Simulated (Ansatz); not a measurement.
Run report: CH7BO2Si2, geometry relaxation (part 1 of 2)

CH7BO2Si2, SMILES OC[SiH]1[SiH2]B1O, computed with RKS PBE0-D4/def2-SVP (Ansatz 0.2.0).

It belongs to a series of runs on one base structure; here: end point B relaxed. Figures and captions count atoms from 1; the log counts them from 0 in places.

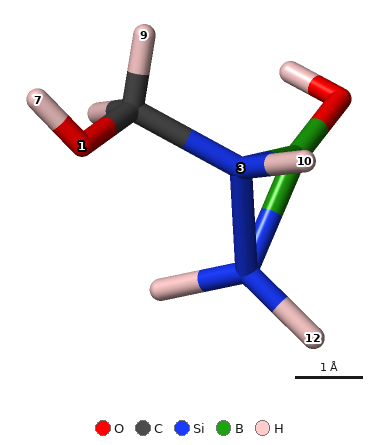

**Figure 1.** The input geometry (stick view, seen at a tilt; atoms are numbered from 1 in the order of the input).

### Input
```yaml
crystal:
  periodic: [false, false, false]
  atoms:
    - { symbol: O, position_ang: [0.6021, -1.7761, 2.0388] }
    - { symbol: C, position_ang: [0.1651, -0.455, 1.607] }
    - { symbol: Si, position_ang: [0.77311, 0.84, 2.81685] }
    - { symbol: Si, position_ang: [2.51319, 1.71466, 2.431] }
    - { symbol: B, position_ang: [0.8099, 2.67581, 2.04489] }
    - { symbol: O, position_ang: [0.06644, 3.85653, 1.54994] }
    - { symbol: H, position_ang: [0.015, -2.3725, 1.5289] }
    - { symbol: H, position_ang: [0.50809, -0.18975, 0.62578] }
    - { symbol: H, position_ang: [-0.98808, -0.45731, 1.58074] }
    - { symbol: H, position_ang: [0.2696, 0.77384, 4.22896] }
    - { symbol: H, position_ang: [3.1641, 1.31466, 1.07536] }
    - { symbol: H, position_ang: [3.27325, 2.35303, 3.45977] }
    - { symbol: H, position_ang: [-0.07783, 3.69276, 0.55089] }
basis:
  gaussian: { orbitals: def2-SVP }
hamiltonian:
  xc: pbe0
  dispersion: d4
relax:
  f_tol: 0.015
  max_steps: 40
output:
  orbitals: {}
```

Machine: 2 threads of AMD EPYC (Zen 3), 16 GiB of memory available, shared host.

Command:
```bash
ansatz run input.yaml --threads 2 --pin off --max-ram 3072MiB --backend cpu --events-out ev --progress --plain --runs-dir out
```

### What the program printed
```
The last accepted step is kept in [file] (removed where the run ends without a failure and the disk answers)
Engine: ansatz 0.2.0, x86_64-unknown-linux-gnu
Functional definition: PBE0
  parameter a = 0.25
  parameter kappa = 0.804
  parameter beta = 0.06672455060314922
  exchange = (1 - a)*pbe_x(kappa = kappa, mu = beta*pi^2/3) + a*exact_x
  correlation = pbe_c(beta = beta)
1338 factors; integrals over basis functions are off by at most 3.9e-4 eV
mean field evaluation 1: about -21644.2070 eV, gradient 5.6e1 eV
mean field evaluation 2: about -21637.4783 eV, gradient 8.2e1 eV
mean field evaluation 4: about -21650.4535 eV, gradient 3.3e0 eV
mean field evaluation 8: about -21650.5019 eV, gradient 8.3e-2 eV
mean field evaluation 16: about -21650.5019 eV, gradient 1.9e-4 eV
mean field -21650.50192668 eV, -795.6412705683 hartree, gradient 6.2e-5 eV, S^2 0.000000; 0 other end points of the search recorded, 0 dependent functions left out
the calculation of the forces begins
reference -21650.50195638 eV, -795.6412716596 hartree; 31, 31 occupied and 96, 96 virtual orbitals, 1338 factors
relax step   1: F+E_penalty+E_count = -21650.76687824 eV  Δ(F+E_penalty+E_count) = +0.000e0 eV  max|allowed force component| = 6.561e0 eV/Å  Δτ_max = 0.0000 Å  (30 SCF iters, accepted)
these checks for a lower state are left out or cut short: starts, cluster_reference, orbital_swaps, neighbouring_geometries, increment
1338 factors; integrals over basis functions are off by at most 4.3e-4 eV
mean field -21652.08070619 eV, -795.6992896450 hartree, gradient 1.4e-5 eV, S^2 0.000000; 0 other end points of the search recorded, 0 dependent functions left out
[... from here on the field's lines of each further geometry are left out, up to the last ...]
relax step   2: F+E_penalty+E_count = -21652.33964878 eV  Δ(F+E_penalty+E_count) = -1.573e0 eV  max|allowed force component| = 1.907e0 eV/Å  Δτ_max = 0.1917 Å  (32 SCF iters, accepted)
relax step   3: F+E_penalty+E_count = -21652.52108061 eV  Δ(F+E_penalty+E_count) = -1.814e-1 eV  max|allowed force component| = 5.821e-1 eV/Å  Δτ_max = 0.0897 Å  (32 SCF iters, accepted)
relax step   4: F+E_penalty+E_count = -21652.68960771 eV  Δ(F+E_penalty+E_count) = -1.685e-1 eV  max|allowed force component| = 2.508e0 eV/Å  Δτ_max = 0.1949 Å  (36 SCF iters, accepted)
relax step   5: F+E_penalty+E_count = -21652.90285762 eV  Δ(F+E_penalty+E_count) = -2.132e-1 eV  max|allowed force component| = 2.177e0 eV/Å  Δτ_max = 0.2000 Å  (31 SCF iters, accepted)
relax step   6: F+E_penalty+E_count = -21653.00836881 eV  Δ(F+E_penalty+E_count) = -1.055e-1 eV  max|allowed force component| = 3.057e0 eV/Å  Δτ_max = 0.1997 Å  (30 SCF iters, accepted)
relax step   7: F+E_penalty+E_count = -21653.17746332 eV  Δ(F+E_penalty+E_count) = -1.691e-1 eV  max|allowed force component| = 3.558e-1 eV/Å  Δτ_max = 0.2000 Å  (31 SCF iters, accepted)
relax step   8: F+E_penalty+E_count = -21653.09268904 eV  Δ(F+E_penalty+E_count) = +8.477e-2 eV  max|allowed force component| = 7.388e-1 eV/Å  Δτ_max = 0.1999 Å  (30 SCF iters, rejected (line search))
relax step   9: F+E_penalty+E_count = -21653.21057633 eV  Δ(F+E_penalty+E_count) = -3.311e-2 eV  max|allowed force component| = 1.547e-1 eV/Å  Δτ_max = 0.0999 Å  (31 SCF iters, accepted)
relax step  10: F+E_penalty+E_count = -21653.19085145 eV  Δ(F+E_penalty+E_count) = +1.972e-2 eV  max|allowed force component| = 2.197e-1 eV/Å  Δτ_max = 0.0994 Å  (31 SCF iters, rejected (line search))
relax step  11: F+E_penalty+E_count = -21653.21504533 eV  Δ(F+E_penalty+E_count) = -4.469e-3 eV  max|allowed force component| = 2.950e-2 eV/Å  Δτ_max = 0.0337 Å  (31 SCF iters, accepted)
relax step  12: F+E_penalty+E_count = -21653.21545299 eV  Δ(F+E_penalty+E_count) = -4.077e-4 eV  max|allowed force component| = 2.386e-2 eV/Å  Δτ_max = 0.0110 Å  (26 SCF iters, accepted)
relax step  13: F+E_penalty+E_count = -21653.21576258 eV  Δ(F+E_penalty+E_count) = -3.096e-4 eV  max|allowed force component| = 2.720e-2 eV/Å  Δτ_max = 0.0177 Å  (32 SCF iters, accepted)
relax step  14: F+E_penalty+E_count = -21653.21594933 eV  Δ(F+E_penalty+E_count) = -1.867e-4 eV  max|allowed force component| = 1.097e-2 eV/Å  Δτ_max = 0.0149 Å  (32 SCF iters, accepted)
relax step  15: F+E_penalty+E_count = -21653.21625066 eV  Δ(F+E_penalty+E_count) = -3.013e-4 eV  max|allowed force component| = 2.150e-2 eV/Å  Δτ_max = 0.0339 Å  (31 SCF iters, accepted)
relax step  16: F+E_penalty+E_count = -21653.21639503 eV  Δ(F+E_penalty+E_count) = -1.444e-4 eV  max|allowed force component| = 2.602e-2 eV/Å  Δτ_max = 0.0229 Å  (31 SCF iters, accepted)
relax step  17: F+E_penalty+E_count = -21653.21640694 eV  Δ(F+E_penalty+E_count) = -1.191e-5 eV  max|allowed force component| = 3.854e-2 eV/Å  Δτ_max = 0.0201 Å  (32 SCF iters, accepted)
relax step  18: F+E_penalty+E_count = -21653.21653731 eV  Δ(F+E_penalty+E_count) = -1.304e-4 eV  max|allowed force component| = 2.371e-2 eV/Å  Δτ_max = 0.0123 Å  (31 SCF iters, accepted)
the calculation of the forces begins
reference -21652.96490064 eV, -795.7317831918 hartree; 31, 31 occupied and 96, 96 virtual orbitals, 1338 factors
relax step  19: F+E_penalty+E_count = -21653.21656573 eV  Δ(F+E_penalty+E_count) = -2.842e-5 eV  max|allowed force component| = 1.146e-2 eV/Å  Δτ_max = 0.0065 Å  (25 SCF iters, accepted)
1338 factors; integrals over basis functions are off by at most 4.1e-4 eV
mean field evaluation 160: about -21652.9649 eV, gradient 7.7e-5 eV
```

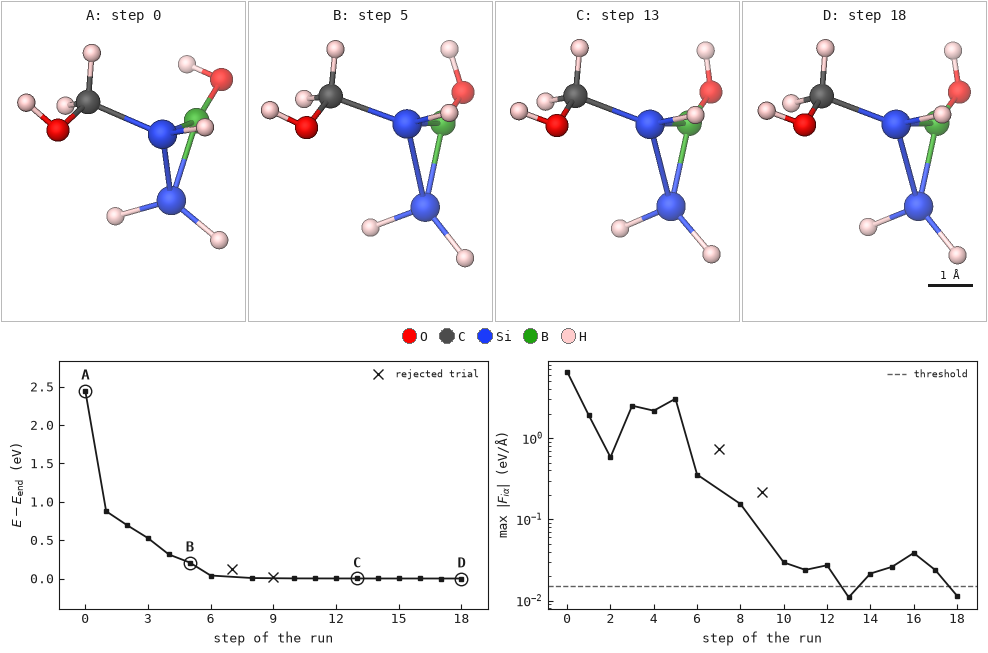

**Figure 2.** Frames of the relaxation (ball-and-stick view, seen at a tilt) above the curves, on which the letters mark them (the first geometry is step 0 here and step 1 in the log).

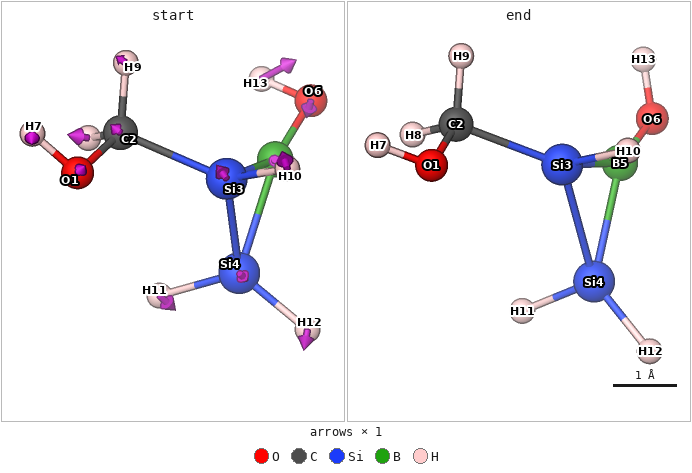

**Figure 3.** Before (left) and after (right) the relaxation, at one scale (ball-and-stick view, seen at a tilt). The pink arrows give the displacements, at true length. After 18 geometry steps the energy has fallen by 2.450 eV. The largest force component goes from 6.6 to 0.011 eV/Å. The line search rejected the trial steps at points 7, 9 (counted from 0) and went back. The largest move after the best rigid fit is that of H13, 0.78 Å. Largest moves by element: H 0.78 Å, O 0.37 Å, Si 0.35 Å, C 0.25 Å, B 0.21 Å. Among the contacts that change: Si3–Si4 1.985 → 2.323 Å, B5–O6 1.480 → 1.337 Å, Si4–H12 1.430 → 1.494 Å, Si4–H11 1.556 → 1.499 Å. Among the angles that change: B5–Si4–H12 112.2° → 131.3°, C2–Si3–B5 113.1° → 130.9°, C2–Si3–Si4 117.6° → 128.8°. (Atoms are counted from 1 in the order of the input.)

```
mean field -21652.96486985 eV, -795.7317820601 hartree, gradient 9.7e-6 eV, S^2 0.000000; 1 other end points of the search recorded, 0 dependent functions left out
the calculation of the forces begins
reference -21652.96490064 eV, -795.7317831918 hartree; 31, 31 occupied and 96, 96 virtual orbitals, 1338 factors
Total energy: -21653.21659652 eV, -795.7410328449 hartree
Atom 0 at     0.434852    -1.808295     2.230155 Å, force    -0.004277     0.010082    -0.007502 eV/Å
Atom 1 at     0.021006    -0.651542     1.548819 Å, force     0.003239    -0.011464     0.003050 eV/Å
Atom 2 at     0.616851     0.879005     2.509361 Å, force     0.000869     0.001091    -0.005561 eV/Å
Atom 3 at     2.678171     1.946202     2.414167 Å, force     0.001177    -0.004628     0.005718 eV/Å
Atom 4 at     0.907839     2.793991     1.908461 Å, force    -0.004333    -0.000192     0.000902 eV/Å
Atom 5 at     0.393296     3.928025     1.423042 Å, force    -0.002133    -0.002020    -0.003397 eV/Å
Atom 6 at     0.139691    -2.577126     1.731255 Å, force     0.000918     0.000685     0.001211 eV/Å
Atom 7 at     0.431740    -0.582084     0.520678 Å, force    -0.001716     0.000226     0.003123 eV/Å
Atom 8 at    -1.082925    -0.581036     1.453534 Å, force     0.001012     0.000428     0.000396 eV/Å
Atom 9 at     0.071969     0.935975     3.904620 Å, force     0.001249     0.001112     0.000423 eV/Å
Atom 10 at     3.424516     1.649176     1.148634 Å, force    -0.001236     0.001633     0.001243 eV/Å
Atom 11 at     3.594054     2.191896     3.568637 Å, force     0.000389     0.002333    -0.002764 eV/Å
Atom 12 at    -0.537090     3.846442     1.177517 Å, force     0.004843     0.000714     0.003159 eV/Å
Dipole moment:    -0.584198    -0.097168    -0.443746 e Å
```

### Trajectory as extended XYZ (Å, eV, eV/Å), 19 frames, from step=1 to step=19
```
13
Properties=species:S:1:pos:R:3:forces:R:3 step=1 energy=-21650.76688
O     0.6021   -1.7761    2.0388   -0.8622   0.6560  -1.1493
C     0.1651   -0.4550    1.6070   -1.7003  -1.9123   1.6204
Si    0.7731    0.8400    2.8169   -6.5608  -2.6099   1.6263
Si    2.5132    1.7147    2.4310    5.6875   2.9187  -3.1368
B     0.8099    2.6758    2.0449   -1.8200   2.5554  -1.0826
O     0.0664    3.8565    1.5499    1.4489  -3.0792  -1.3384
H     0.0150   -2.3725    1.5289    0.7062   0.1974   0.5405
H     0.5081   -0.1898    0.6258    0.4163   0.1474  -1.1513
H    -0.9881   -0.4573    1.5807    1.3274   0.3589   0.0064
H     0.2696    0.7738    4.2290    0.0435  -0.2306  -0.0645
H     3.1641    1.3147    1.0754   -0.0582   0.1467   0.9038
H     3.2732    2.3530    3.4598    1.1011   0.3367   0.8672
H    -0.0778    3.6928    0.5509    0.2705   0.5148   2.3582
13
Properties=species:S:1:pos:R:3:forces:R:3 step=2 energy=-21652.33965
O     0.5801   -1.7843    2.0373   -0.7181   0.6012  -0.5615
C     0.0795   -0.5036    1.6163   -0.1841  -1.0295   0.5587
Si    0.6029    0.8524    2.8163   -0.3423  -0.2471   0.3662
Si    2.6007    1.8696    2.3650    0.4797   0.0908  -0.4510
B     0.7905    2.6926    2.0269   -1.1097   1.9071  -0.6171
O     0.1005    3.8344    1.5504    0.9687  -1.8940  -0.3050
H     0.0637   -2.4322    1.5308    0.3528   0.1050   0.2635
H     0.4512   -0.2301    0.6195    0.0485   0.0996  -0.3173
H    -1.0369   -0.4834    1.5705    0.3028  -0.0527  -0.0280
H     0.1760    0.7076    4.2462   -0.0536  -0.0806  -0.1101
H     3.2945    1.3677    1.1149   -0.0102   0.0950   0.3132
H     3.4625    2.3829    3.4520    0.3062   0.0480   0.1137
H    -0.0711    3.6972    0.5928   -0.0407   0.3573   0.7746
13
Properties=species:S:1:pos:R:3:forces:R:3 step=3 energy=-21652.52108
O     0.5671   -1.7737    2.0494   -0.3130   0.2196  -0.1940
C     0.0409   -0.5295    1.6194    0.2405  -0.4492   0.0981
Si    0.5810    0.8628    2.7897   -0.0563  -0.1191  -0.0617
Si    2.6224    1.9082    2.3613    0.1616   0.0914   0.2000
B     0.7933    2.7288    2.0026   -0.1111   0.2874   0.1172
O     0.1568    3.8434    1.5561    0.3694  -0.3598  -0.5821
H     0.1092   -2.4568    1.5430    0.1629   0.0173   0.1007
H     0.3936   -0.2601    0.6030   -0.0425   0.0298  -0.0509
H    -1.0654   -0.5346    1.5806   -0.0508   0.0449   0.0203
H     0.1089    0.6886    4.1987   -0.0270   0.0348  -0.0143
H     3.3619    1.3881    1.1666   -0.0330   0.0023  -0.0282
H     3.5501    2.3873    3.4336    0.0165  -0.0442  -0.0093
H    -0.1258    3.7182    0.6349   -0.3171   0.2449   0.4042
13
Properties=species:S:1:pos:R:3:forces:R:3 step=4 energy=-21652.68961
O     0.5514   -1.7709    2.0597    0.0166  -0.0545   0.0733
C     0.0264   -0.5503    1.6120    0.2453   0.0353  -0.1081
Si    0.5725    0.8731    2.7563    0.1251  -0.0232  -0.4522
Si    2.6487    1.9238    2.3875   -0.1201   0.1657   0.5694
B     0.8275    2.7645    1.9807    0.3892  -0.5163   0.4416
O     0.2803    3.8894    1.5115   -0.8890  -0.1721  -2.5081
H     0.1425   -2.4760    1.5487    0.0298  -0.0581  -0.0240
H     0.3649   -0.2883    0.5827   -0.0525  -0.0290   0.0958
H    -1.0776   -0.5524    1.5829   -0.1779   0.0582   0.0160
H     0.0667    0.7033    4.1545   -0.0313   0.1439  -0.0106
H     3.3855    1.3962    1.2012   -0.0629   0.0175  -0.1617
H     3.6094    2.3705    3.4542   -0.0806  -0.1183  -0.0488
H    -0.3043    3.6876    0.7070    0.6082   0.5510   2.1174
13
Properties=species:S:1:pos:R:3:forces:R:3 step=5 energy=-21652.90286
O     0.5329   -1.7729    2.0774    0.1124  -0.1147   0.1319
C     0.0189   -0.5676    1.5896    0.2311   0.1669  -0.1686
Si    0.5902    0.8909    2.6820    0.1227  -0.0083  -0.3428
Si    2.6823    1.9387    2.4288   -0.2405   0.1870   0.3676
B     0.8805    2.7939    1.9425    0.4134  -0.7320   0.5188
O     0.3107    3.9004    1.4728   -1.3799  -0.2975  -2.1770
H     0.1450   -2.4961    1.5769   -0.0116  -0.0627  -0.0558
H     0.3455   -0.3400    0.5470   -0.0403  -0.0674   0.1363
H    -1.0867   -0.5571    1.5746   -0.1482   0.0821   0.0174
H     0.0494    0.7784    4.0737   -0.0499   0.1629  -0.0201
H     3.4081    1.4042    1.2379   -0.0562   0.0718  -0.1770
H     3.6644    2.3454    3.4932   -0.1328  -0.1139  -0.0379
H    -0.4472    3.6522    0.8424    1.1798   0.7259   1.8072
13
Properties=species:S:1:pos:R:3:forces:R:3 step=6 energy=-21653.00837
O     0.5320   -1.7871    2.0953    0.0403  -0.1625   0.1235
C     0.0199   -0.5916    1.5837    0.2576   0.2621  -0.2734
Si    0.5735    0.8934    2.6515    0.3725   0.1476  -0.2177
Si    2.6913    1.9490    2.4368   -0.2943   0.0026   0.3235
B     0.9019    2.7875    1.9180    0.5304  -0.5857   0.4042
O     0.4118    3.8943    1.3723   -3.0567  -0.5395  -1.4778
H     0.1639   -2.5238    1.5945    0.0180   0.0692   0.0009
H     0.3495   -0.3877    0.5356   -0.0538  -0.0412   0.2049
H    -1.0833   -0.5634    1.5682   -0.2307  -0.0299  -0.0018
H    -0.0102    0.8421    4.0311    0.0059   0.0923  -0.0351
H     3.4088    1.4622    1.2215   -0.0144  -0.0059  -0.1335
H     3.6823    2.3062    3.5195   -0.2506  -0.0808  -0.1267
H    -0.5475    3.6895    1.0110    2.6758   0.8718   1.2090
```
